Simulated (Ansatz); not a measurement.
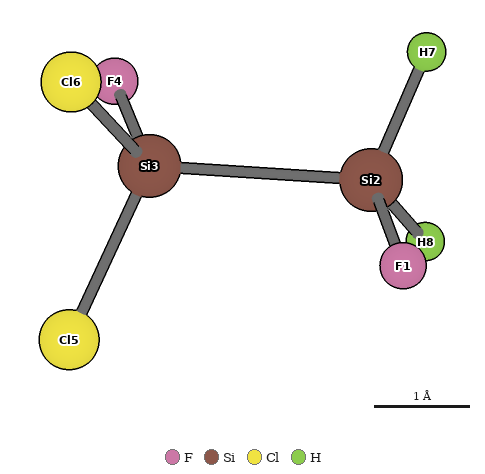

Figure 1. The structure (ball-and-stick view, seen at a tilt; atoms are numbered from 1 in the order of the input). Bond lengths as drawn: Cl–Si 2.03 Å, F–Si 1.59 to 1.60 Å, H–Si 1.48 Å and Si–Si 2.34 Å.

## Two runs on Si2H2Cl2F2

System: Si2H2Cl2F2, SMILES F[SiH2][Si](F)(Cl)Cl.
Method of the first run: RKS PBE0-D4/def2-TZVPP (Ansatz 0.2.0).

The geometry comes from this level: PBE0-D4/def2-TZVP. Text and figures count atoms from 1; the logs count them from 0 in places.

## The input, the first run
```yaml
crystal:
  periodic: [false, false, false]
  atoms:
    - {symbol: F, position_ang: [-2.041468, -0.760840, -0.583232]}
    - {symbol: Si, position_ang: [-0.786076, -0.858240, 0.403325]}
    - {symbol: Si, position_ang: [0.800402, 0.723966, -0.287096]}
    - {symbol: F, position_ang: [2.062603, 0.651244, 0.675972]}
    - {symbol: Cl, position_ang: [1.449663, 0.355473, -2.179278]}
    - {symbol: Cl, position_ang: [0.061073, 2.616421, -0.188660]}
    - {symbol: H, position_ang: [-1.237908, -0.560524, 1.783934]}
    - {symbol: H, position_ang: [-0.215889, -2.224501, 0.319135]}
basis:
  gaussian: {orbitals: def2-TZVPP}
hamiltonian: {xc: pbe0, dispersion: d4}
output: {orbitals: {seedname: orbitals}}
```

Launched with:
```bash
ansatz run in.yaml --threads 4 --pin off --events-out ev --progress --plain --max-ram 10444MiB
```

Hardware: 4 threads of AMD EPYC, 23 GiB of memory available, shared host.

## Output (the first run)
```
Functional definition: PBE0
  parameter a = 0.25
  parameter kappa = 0.804
  parameter beta = 0.06672455060314922
  exchange = (1 - a)*pbe_x(kappa = kappa, mu = beta*pi^2/3) + a*exact_x
  correlation = pbe_c(beta = beta)
1662 factors; their error is unknown
mean field evaluation 1: about -46254.1954 eV, gradient 4.4e1 eV
mean field evaluation 2: about -46250.5293 eV, gradient 6.9e1 eV
mean field evaluation 4: about -46256.8435 eV, gradient 1.1e0 eV
mean field evaluation 8: about -46256.8452 eV, gradient 2.6e-2 eV
mean field evaluation 16: about -46256.9616 eV, gradient 2.0e-5 eV
mean field -46256.96162349 eV, -1699.9119855687 hartree, gradient 2.0e-5 eV, S^2 0.000000; 0 other end points of the search recorded, 0 dependent functions left out
reference -46256.96165543 eV, -1699.9119867424 hartree; 41, 41 occupied and 217, 217 virtual orbitals, 1662 factors
Total energy: -46257.20174244 eV, -1699.9208097771 hartree
```

The input of the second run differs as follows (lines with − go, lines with + come):
```diff
-  gaussian: {orbitals: def2-TZVPP}
+  gaussian: {orbitals: def2-SVP}
```

How does the second run compare with the first run?

The total energy of the second run is 496.2 kcal/mol higher, which measures the change of basis and not a stability. The HOMO goes from −8.79 to −8.71 eV. The LUMO goes from −1.37 to −1.09 eV. The basis functions go from 258 to 110.

## Output (the second run)
```
Functional definition: PBE0
  parameter a = 0.25
  parameter kappa = 0.804
  parameter beta = 0.06672455060314922
  exchange = (1 - a)*pbe_x(kappa = kappa, mu = beta*pi^2/3) + a*exact_x
  correlation = pbe_c(beta = beta)
1007 factors; integrals over basis functions are off by at most 1.0e-3 eV
mean field evaluation 1: about -46232.9362 eV, gradient 3.9e1 eV
mean field evaluation 2: about -46229.6740 eV, gradient 6.1e1 eV
mean field evaluation 4: about -46235.3974 eV, gradient 9.2e-1 eV
mean field evaluation 8: about -46235.4425 eV, gradient 8.4e-2 eV
mean field evaluation 16: about -46235.4425 eV, gradient 3.8e-5 eV
mean field -46235.44253997 eV, -1699.1211738354 hartree, gradient 3.8e-5 eV, S^2 0.000000; 0 other end points of the search recorded, 0 dependent functions left out
reference -46235.44256480 eV, -1699.1211747478 hartree; 41, 41 occupied and 69, 69 virtual orbitals, 1007 factors
Total energy: -46235.68265180 eV, -1699.1299977825 hartree
```

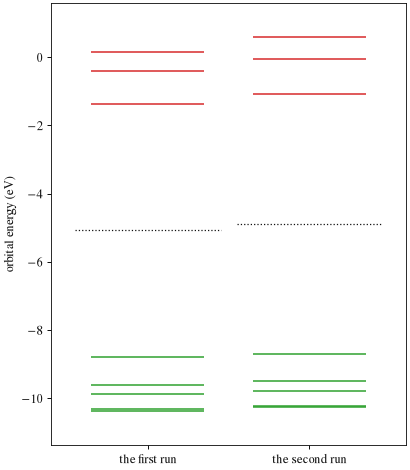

Figure 2. The five highest filled and three lowest empty orbital energies of the two runs; the dotted lines part filled from empty levels. The HOMO–LUMO gap is 7.42 eV in the first run and 7.62 eV in the second run.

## The two runs side by side

```csv
quantity,the first run,the second run
outcome,converged,converged
total energy (hartree),−1699.920810,−1699.129998
HOMO (eV),−8.79,−8.71
LUMO (eV),−1.37,−1.09
basis functions,258,110
wall time (shared host),3.6 s,1.1 s
```
